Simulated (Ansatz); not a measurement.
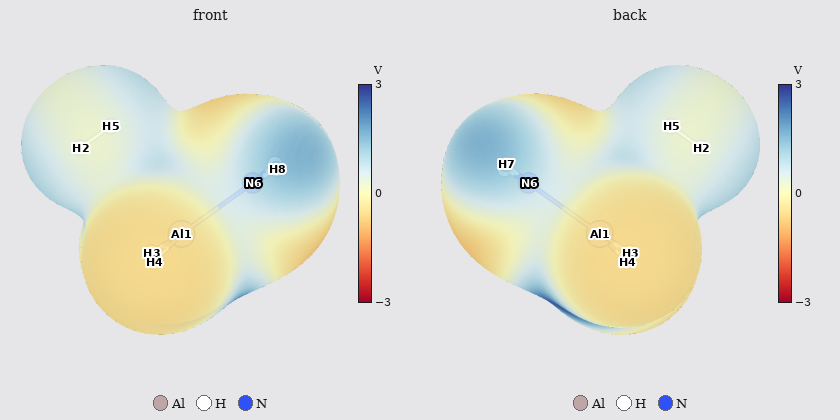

The picture shows: AlH4N···H2. The electrostatic potential painted on the density surface at 0.002 e/bohr³, seen from the front and from behind; red is negative and blue positive.

The product side of a reaction path; geometry: PBE0-D4/def2-TZVP.

All numbers below come from Ansatz 0.2.0, RKS PBE0-D4/def2-TZVPP.

```xyz
8

Al   -0.6782   -0.4778   -0.1706
H     0.0620    1.7118   -1.5437
H    -0.4424   -1.2468   -1.5346
H    -1.9901    0.3424    0.1667
H     0.5845    1.6501   -1.0092
N     0.5550   -0.6256    1.0894
H     1.4119   -1.1467    0.9982
H     0.4972   -0.2075    2.0037
```

### Describe the electrostatic potential map.

The most negative region (about −0.8 V) lies over N6, the most positive (about +2.5 V) over Al1.
